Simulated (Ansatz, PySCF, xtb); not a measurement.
HCl (SMILES Cl) and C2H6O (SMILES COC) are pulled apart as rigid monomers along the line of their centres of mass, from the B3LYP-D3(BJ)/def2-TZVP minimum. Starting geometry (charge 0, multiplicity 1):
| atom | x (Å) | y (Å) | z (Å) |
|---|---|---|---|
| Cl | -0.4248 | 0.4882 | 0.3549 |
| H | -1.1121 | 0.8349 | -0.6718 |
| C | -0.1962 | -1.2129 | 3.4789 |
| O | 0.7530 | -0.2313 | 3.1250 |
| C | 0.5081 | 1.0073 | 3.7539 |
| H | -1.2104 | -0.9104 | 3.1889 |
| H | -0.1842 | -1.4081 | 4.5594 |
| H | 0.0666 | -2.1263 | 2.9479 |
| H | -0.4748 | 1.4087 | 3.4760 |
| H | 1.2802 | 1.6993 | 3.4218 |
| H | 0.5527 | 0.9152 | 4.8471 |

Interaction energies with rigid monomers; basis-set methods are counterpoise corrected unless marked otherwise.

Rows in 6-31G* carry no dispersion term and start afresh at each structure (6-31G* with six Cartesian d functions). MP2/6-31G* freezes PySCF's default core.

Programs: Ansatz (Gaussian orbitals); PySCF for 6-31G* rows, the dispersion terms; xtb for the GFN methods. 

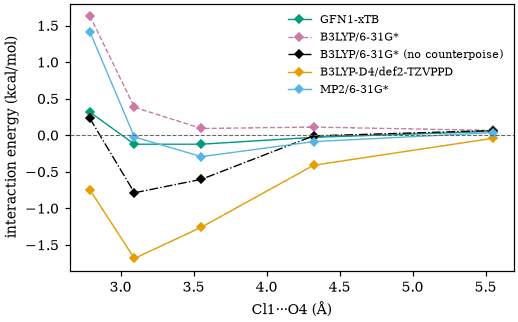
Fig. 1. Interaction energy against separation

Which level binds most strongly at Cl1···O4 = 3.09, and by how much?

B3LYP-D4/def2-TZVPPD, -1.7 kcal/mol.

Ansatz is a first-principles code.
